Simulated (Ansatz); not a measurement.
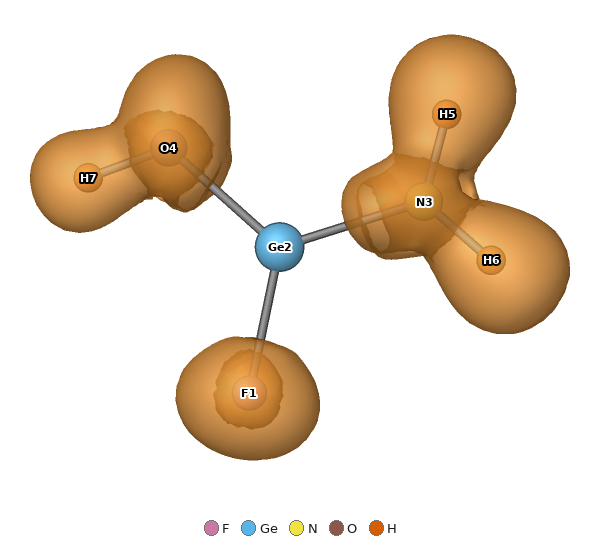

FGeH₃NO (SMILES [NH2+]=[Ge]([OH])[F]) (charge +1). Isosurface of the ELF at 0.75 (orange), seen across its widest extent. Core shells and regions of very low density are left out.

Geometry: r2SCAN-D4/def2-SVP.

Theory: isolated molecule in a Gaussian basis; Kohn-Sham density functional theory, functional PBE0 in Ansatz 0.2.0.

```xyz
7

F     1.5723   -1.5406   -0.9236
Ge    0.7970   -0.6185    0.2587
N    -0.6359    0.2361   -0.1637
O     1.4301   -0.5444    1.8329
H    -1.1411    0.8074    0.5144
H    -1.0251    0.1990   -1.1059
H     2.2449   -1.0456    2.0264
```

Identify the bonds, lone pairs and shells in this picture.

Answer. The surface consists of one region wrapped around F (its valence shell), one joined region spread over several atoms (H, N), in which their bonds and any lone pairs are merged and one joined region spread over several atoms (H, O), in which their bonds and any lone pairs are merged.

Values along the shortest contacts:
Ge–F (1.69 Å): the ELF peaks at about 0.80 in the valence shell of F, 0.5 Å from its nucleus, and is about 0.25 at the midpoint. Ge–O (1.70 Å): the ELF peaks at about 0.80 in the valence shell of O, 0.6 Å from its nucleus, and is about 0.35 at the midpoint.
